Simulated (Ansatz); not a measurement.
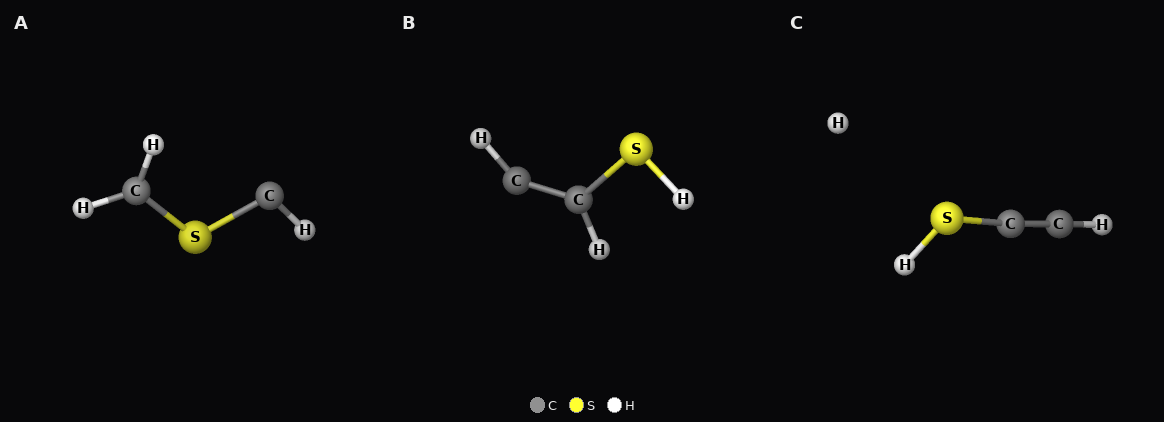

3 stationary structures of one formula. State: neutral, doublet. Geometries: PBE-D4/def2-SVP. Electronic energies: PBE-D4/def2-SVP (Ansatz 0.2.0), without zero-point energy. No frequency run is at hand to confirm each as a minimum.

Rank them by energy, lowest first.

B is lowest; A lies 1.411 eV above it, C lies 1.854 eV above it (C1).
